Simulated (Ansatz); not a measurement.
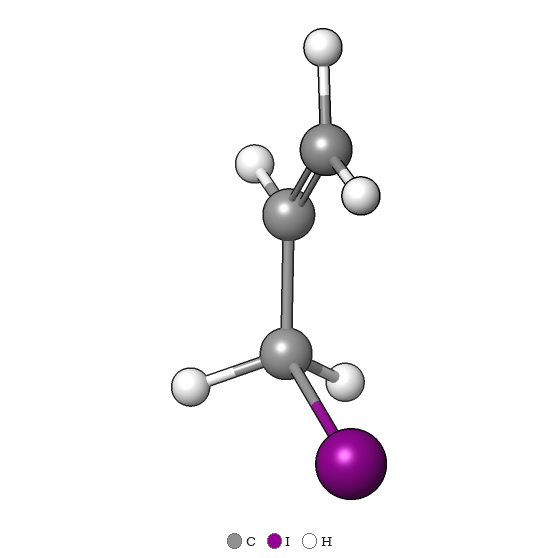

A ball-and-stick model of a molecule.

The geometry was computed by an optimisation with PBE0-D4/def2-TZVP.

Description:

The molecule is C₃H₅I. Its SMILES string is `C=CCI`. It has no ring. Among its groups: alkene, C–I bond. The point group is Cs. Coordination: 2 C trigonal planar; 1 C tetrahedral.

The parts below concern this one geometry. Atoms keep their numbers from picture to picture.

Electronic properties

Method: RKS BHLYP-D4/def2-TZVPP, core potentials on I (Ansatz 0.2.0).

Predict the main results.

- HOMO energy (Kohn–Sham orbital): −8.27 eV
- LUMO energy (Kohn–Sham orbital): 0.25 eV
- HOMO–LUMO gap: 8.52 eV
- dispersion correction: −23.9 kJ/mol

Vibrations

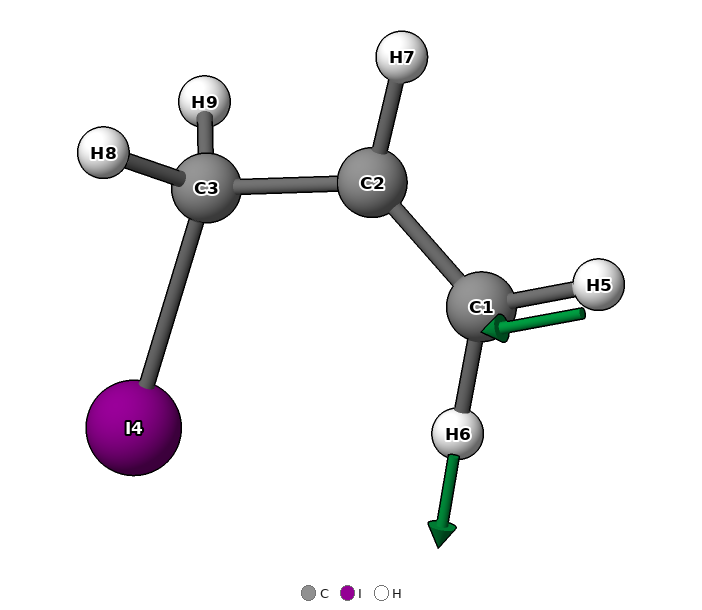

The arrows show one normal mode. Harmonic vibrations computed with RKS PBE0-D4/def2-TZVP, core potentials on I (Ansatz 0.2.0) at a stationary point of the same level.

What kind of motion is it?

Answer. Mostly out-of-phase stretching of 2 C–H bonds.

At what wavenumber does it lie?

Answer. 3253 cm⁻¹; it is mode 21 of 21 counted from the lowest.

Thermal motion

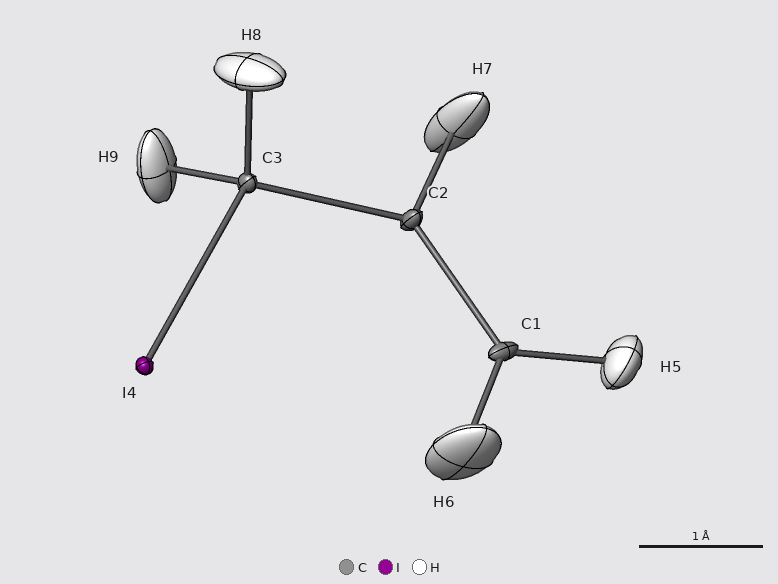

Displacement ellipsoids at the 50 % level, from the internal vibrations of the free molecule (harmonic, no overall translation or rotation; no half-axis is drawn under 0.075 Å). Vibrations computed with RKS PBE0-D4/def2-TZVP, core potentials on I (Ansatz 0.2.0). Temperature: 298 K.

Which atom moves most?

Answer. H7, with U_eq = 0.0412 Å².

Does H7 move more along its bond or across it?

Answer. Across it: the root-mean-square amplitude is 0.087 Å along the bond and up to 0.320 Å across, since bending and torsion are softer than stretching.

List U_eq and the three principal root-mean-square amplitudes for each kind of atom.

| atom | U_eq (Å²) | rms amplitudes (Å) |
| --- | --- | --- |
| C1 | 0.0042 | 0.027, 0.055, 0.094 |
| C2 | 0.0039 | 0.028, 0.058, 0.088 |
| C3 | 0.0032 | 0.047, 0.053, 0.068 |
| I4 | 0.00011 | 0.005, 0.005, 0.017 |
| H5 | 0.0195 | 0.095, 0.154, 0.161 |
| H6 | 0.0394 | 0.089, 0.174, 0.283 |
| H7 | 0.0412 | 0.087, 0.118, 0.320 |
| H8, H9 | 0.0242 | 0.087, 0.126, 0.222 |
